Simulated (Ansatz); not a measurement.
**C2H7Al (SMILES [CH3][AlH][CH3]): PBE0/def2-SVPD**

What is the energy change on altering one bond length of C2H7Al at PBE0/def2-SVPD? 

The results are computed with Ansatz 0.2.0.

36 further runs of the same task are left out: 36 set aside as unsound or not needed.

**1. The molecule**

C2H7Al: 10 atoms, total charge 0, spin state singlet. As SMILES, `[CH3][AlH][CH3]`. Geometry: relaxed at PBE0-D4/def2-TZVP.

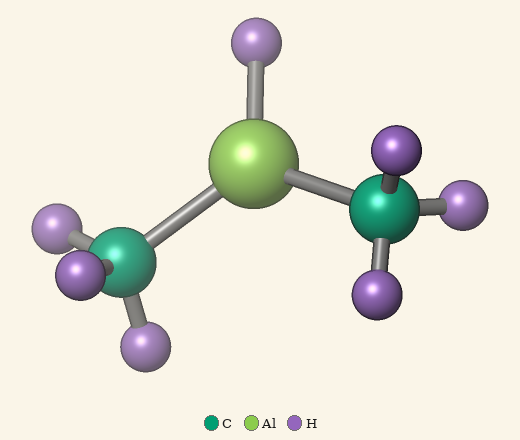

Viewed from a chosen angle; carbon teal, aluminium green, hydrogen purple.

**2. The energy at PBE0/def2-SVPD**

Input file job.yaml:

```yaml
crystal:
  periodic: [false, false, false]
  atoms:
    - {symbol: C, position_ang: [-1.219100, 0.923600, -0.783300]}
    - {symbol: Al, position_ang: [0.496800, 0.021800, -0.536400]}
    - {symbol: C, position_ang: [0.903900, -0.949000, 1.109700]}
    - {symbol: H, position_ang: [-2.054000, 0.233200, -0.621200]}
    - {symbol: H, position_ang: [-1.337000, 1.368500, -1.773800]}
    - {symbol: H, position_ang: [-1.340300, 1.723700, -0.043600]}
    - {symbol: H, position_ang: [1.605700, 0.078800, -1.681200]}
    - {symbol: H, position_ang: [0.069000, -0.980000, 1.814000]}
    - {symbol: H, position_ang: [1.201900, -1.980900, 0.894300]}
    - {symbol: H, position_ang: [1.756300, -0.490900, 1.624500]}
basis:
  gaussian: {orbitals: def2-SVPD}
hamiltonian: {xc: pbe0}
accuracy: high
output: {orbitals: {seedname: orbitals}}
```

Started as:

```
$ ansatz run job.yaml --threads 1 --pin off --max-ram 3480MiB --events-out events.jsonl --progress --plain --runs-dir runs
```

What it wrote:

```text
Warning: RAYON_NUM_THREADS=1 ignored (pool sized by the plan → 1); use --threads N
Functional definition: PBE0
  name "PBE0"
  parameter a = 0.25
  parameter kappa = 0.804
  parameter beta = 0.06672455060314922
  exchange = (1 - a)*pbe_x(kappa = kappa, mu = beta*pi^2/3) + a*exact_x
  correlation = pbe_c(beta = beta)
2444 factors; integrals over basis functions are off by at most 3.6e-9 eV
mean field evaluation 1: about -8766.8533 eV, gradient 6.1e1 eV
mean field evaluation 2: about -8763.6701 eV, gradient 6.6e1 eV
mean field evaluation 4: about -8775.7387 eV, gradient 8.5e-1 eV
mean field evaluation 8: about -8775.7408 eV, gradient 1.3e-2 eV
mean field evaluation 16: about -8775.7408 eV, gradient 1.6e-7 eV
mean field -8775.74080652 eV, -322.5025262288 hartree, gradient 4.5e-8 eV, S^2 0.000000; 0 other end points of the search recorded, 0 dependent functions left out
reference -8775.74081069 eV, -322.5025263821 hartree; 16, 16 occupied and 104, 104 virtual orbitals, 2444 factors
Total energy: -8775.74081069 eV, -322.5025263821 hartree
```

It took 9.6 s on 1 thread of Arm Neoverse V2, shared host; peak memory 0.42 GiB.

**3. The distorted shape at the same level**

Input file input.yaml:

```yaml
crystal:
  periodic: [false, false, false]
  atoms:
    - {symbol: C, position_ang: [-1.263808, 1.078412, -0.750984]}
    - {symbol: Al, position_ang: [0.452092, 0.176612, -0.504084]}
    - {symbol: C, position_ang: [0.859192, -0.794188, 1.142016]}
    - {symbol: H, position_ang: [-2.098708, 0.388012, -0.588884]}
    - {symbol: H, position_ang: [-1.381708, 1.523312, -1.741484]}
    - {symbol: H, position_ang: [-1.385008, 1.878512, -0.011284]}
    - {symbol: H, position_ang: [1.560992, 0.233612, -1.648884]}
    - {symbol: H, position_ang: [0.024292, -0.825188, 1.846316]}
    - {symbol: H, position_ang: [1.201900, -1.980900, 0.894300]}
    - {symbol: H, position_ang: [1.711592, -0.336088, 1.656816]}
basis:
  gaussian: {orbitals: def2-SVPD}
output: {orbitals: {seedname: orbitals}}
hamiltonian: {xc: pbe0}
accuracy: high
```

Started as:

```
$ ansatz run input.yaml --threads 1 --pin off --max-ram 3480MiB --events-out events.jsonl --progress --plain --runs-dir runs
```

What it wrote:

```text
Warning: RAYON_NUM_THREADS=1 ignored (pool sized by the plan → 1); use --threads N
Functional definition: PBE0
  name "PBE0"
  parameter a = 0.25
  parameter kappa = 0.804
  parameter beta = 0.06672455060314922
  exchange = (1 - a)*pbe_x(kappa = kappa, mu = beta*pi^2/3) + a*exact_x
  correlation = pbe_c(beta = beta)
2458 factors; integrals over basis functions are off by at most 3.3e-9 eV
mean field evaluation 1: about -8766.7988 eV, gradient 6.0e1 eV
mean field evaluation 2: about -8763.1450 eV, gradient 6.6e1 eV
mean field evaluation 4: about -8775.4355 eV, gradient 1.1e0 eV
mean field evaluation 8: about -8775.4384 eV, gradient 1.3e-2 eV
mean field evaluation 16: about -8775.4384 eV, gradient 6.0e-7 eV
mean field -8775.43841053 eV, -322.4914133810 hartree, gradient 1.9e-8 eV, S^2 0.000000; 0 other end points of the search recorded, 0 dependent functions left out
reference -8775.43841468 eV, -322.4914135338 hartree; 16, 16 occupied and 104, 104 virtual orbitals, 2458 factors
Total energy: -8775.43841468 eV, -322.4914135338 hartree
```

Run time: 9.6 s. Hardware: 1 thread of Arm Neoverse V2, shared host; peak memory 0.42 GiB.

**4. Summary of results**

At PBE0/def2-SVPD:

```
                                                         quantity          value
                                        first shape: total energy  -322.50253 Eh
                                         first shape: HOMO energy       -7.80 eV
                                         first shape: LUMO energy       -0.83 eV
                                       first shape: HOMO–LUMO gap        6.97 eV
                                    distorted shape: total energy  -322.49141 Eh
                                     distorted shape: HOMO energy       -7.81 eV
                                     distorted shape: LUMO energy       -0.85 eV
                                   distorted shape: HOMO–LUMO gap        6.96 eV
energy change with the C3–H9 bond stretched from 1.095 to 1.260 Å       0.302 eV
```

In words: With the C3–H9 bond stretched from 1.095 to 1.260 Å the energy rises by 0.30 eV (7.0 kcal/mol). The first shape isn't relaxed at this level, so the change isn't measured from a minimum.
